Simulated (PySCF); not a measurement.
# doublet [S2F2]−: levels of theory compared

Aim: a comparison of 6 runs (UHF/3-21G, U-revPBE/def2-SVPD, UB3LYP/def2-SVPD, UBHLYP/def2-SVPD, UM06-2X/def2-SVPD, USVWN5/def2-SVPD) of doublet [S2F2]−. Input form: a Python script.

The results are computed with PySCF 2.14.0.

3 further runs of the same task are left out: 3 set aside as unsound or not needed.

### Step 1. The structure to begin with

[S2F2]− has 4 atoms, charge -1, and is taken as a doublet. As SMILES of the parent species, `FS(F)=S`. The coordinates come from a GFN2-xTB relaxation. That shape belongs to the parent species and isn't relaxed for this state.

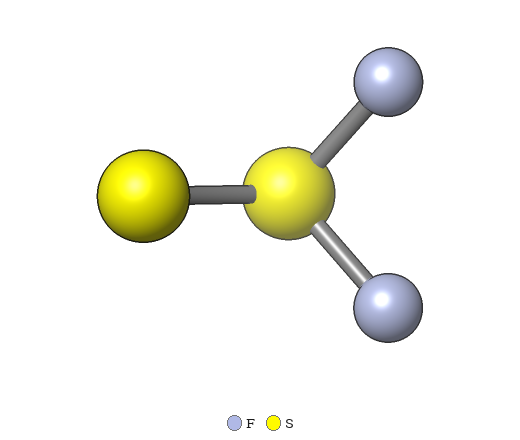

The structure, seen from a chosen angle (fluorine light blue, sulfur yellow).

### Step 2. The energy at UHF/3-21G (run 1)

File input.py:

```python
from pyscf import gto, scf

mol = gto.Mole()
mol.atom = '''
F    0.766610   0.341640   1.237090
S   -0.514710  -0.073220   0.231030
F    0.333030  -1.428520  -0.291570
S   -0.584940   1.160090  -1.176550
'''
mol.basis = '3-21g'
mol.spin = 1
mol.charge = -1
mol.verbose = 3
mol.max_memory = 1860
mol.build()

mf = scf.UHF(mol)
mf.conv_tol = 1e-10
mf.kernel()
if not mf.converged:
    mf = mf.newton().run(mf.mo_coeff, mf.mo_occ)

etot = mf.e_tot
print('Final energy', etot)
```

The run is started by

```bash
$ OMP_NUM_THREADS=1 python input.py
```

The log of the run:

```text
converged SCF energy = -988.765408955198  <S^2> = 0.77815781  2S+1 = 2.0279623
Final energy -988.7654089551984
```

It took 0.85 s on 1 thread of Arm Neoverse V1, shared host; peak memory 0.1 GiB.

### Step 3. A single-point energy at U-revPBE/def2-SVPD (run 2)

File calc.py:

```python
from pyscf import gto, dft

mol = gto.Mole()
mol.atom = [
    ('F', (0.766610, 0.341640, 1.237090)),
    ('S', (-0.514710, -0.073220, 0.231030)),
    ('F', (0.333030, -1.428520, -0.291570)),
    ('S', (-0.584940, 1.160090, -1.176550)),
]
mol.spin = 1
mol.charge = -1
mol.verbose = 4
mol.max_memory = 1860
mol.basis = 'def2-svpd'
mol.build()

mf = dft.UKS(mol)
mf.xc = 'revpbe'
mf.grids.level = 5
mf.conv_tol = 1e-10
mf.kernel()
if not mf.converged:
    mf = mf.newton().run(mf.mo_coeff, mf.mo_occ)

e_final = mf.e_tot
print('Final energy', e_final)
```

The run is started by

```bash
$ OMP_NUM_THREADS=1 python calc.py
```

The log of the run:

```text
PySCF version 2.14.0

[INPUT] num. atoms = 4
[INPUT] num. electrons = 51
[INPUT] charge = -1
[INPUT] spin (= nelec alpha-beta = 2S) = 1
[INPUT] symmetry False subgroup None
[INPUT] Mole.unit = angstrom
[INPUT] Symbol           X                Y                Z      unit          X                Y                Z       unit  Magmom
[INPUT]  1 F      0.766610000000   0.341640000000   1.237090000000 AA    1.448682944353   0.645606033196   2.337761291438 Bohr   0.0
[INPUT]  2 S     -0.514710000000  -0.073220000000   0.231030000000 AA   -0.972660933575  -0.138365746841   0.436583426558 Bohr   0.0
[INPUT]  3 F      0.333030000000  -1.428520000000  -0.291570000000 AA    0.629335491264  -2.699511563464  -0.550987446139 Bohr   0.0
[INPUT]  4 S     -0.584940000000   1.160090000000  -1.176550000000 AA   -1.105376399303   2.192252379847  -2.223357271857 Bohr   0.0

nuclear repulsion = 233.814951749423
number of shells = 40
number of NR pGTOs = 156
number of NR cGTOs = 100
basis = def2-svpd
ecp = {}

[... 36 lines left out ...]
WARN: HOMO -0.121406076038182 >= LUMO -0.12140607603818
[... 54 lines left out ...]
converged SCF energy = -995.469428183748  <S^2> = 0.75223889  2S+1 = 2.0022376
Final energy -995.4694281837476
```

It took 31 s on 1 thread of Arm Neoverse V1, shared host; peak memory 0.52 GiB.

Runs 3 to 5 aren't shown in full; the table further down has their settings and results.

### Step 4. The energy at USVWN5/def2-SVPD (run 6)

File calc.py:

```python
from pyscf import gto, dft

mol = gto.M(
    atom=[
    ('F', (0.766610, 0.341640, 1.237090)),
    ('S', (-0.514710, -0.073220, 0.231030)),
    ('F', (0.333030, -1.428520, -0.291570)),
    ('S', (-0.584940, 1.160090, -1.176550)),
],
    charge=-1,
    verbose=3,
    max_memory=1860,
    basis='def2-svpd',
    spin=1,
)

ks = dft.UKS(mol, xc='svwn')
ks.grids.level = 5
ks.conv_tol = 1e-10
ks.kernel()
if not ks.converged:
    ks = ks.newton().run(ks.mo_coeff, ks.mo_occ)

energy = ks.e_tot
print('Final energy', energy)
```

The run is started by

```bash
$ OMP_NUM_THREADS=1 python calc.py
```

The log of the run:

```text
converged SCF energy = -991.71459426234  <S^2> = 0.75097644  2S+1 = 2.0009762
Final energy -991.7145942623404
```

Run time: 18 s. Hardware: 1 thread of Arm Neoverse V1, shared host; peak memory 0.36 GiB.

### Step 5. Overview of the runs

| run | level | integration grid | energy (Eh) | HOMO energy (eV) | LUMO energy (eV) | ⟨S²⟩ | wall time |
| --- | --- | --- | --- | --- | --- | --- | --- |
| 1 | UHF/3-21G | – | -988.765409 | -0.91 | 9.53 | 0.778 | 0.85 s |
| 2 | U-revPBE/def2-SVPD | 5 | -995.469428 | 2.38 | 3.33 | 0.752 | 31 s |
| 3 | UB3LYP/def2-SVPD | 5 | -995.702410 | 1.46 | 3.88 | 0.754 | 35 s |
| 4 | UBHLYP/def2-SVPD | 5 | -995.574063 | 0.20 | 4.54 | 0.758 | 39 s |
| 5 | UM06-2X/def2-SVPD | 5 | -995.562413 | 0.35 | 4.10 | 0.755 | 77 s |
| 6 | USVWN5/def2-SVPD | 5 | -991.714594 | 2.31 | 2.97 | 0.751 | 18 s |

### Step 6. Outcome

```
                                 quantity          value
                      run 6: total energy  -991.71459 Eh
run 6: HOMO energy (highest over α and β)        2.31 eV
 run 6: LUMO energy (lowest over α and β)        2.97 eV
                              run 6: ⟨S²⟩          0.751
```

What this shows: Totals of different functionals can't be ranked against each other. In runs 2, 3, 4, 5, 6 the HOMO lies above zero, so the outermost electron may be held by the basis alone. All runs together took 3.4 min, the longest 77 s.
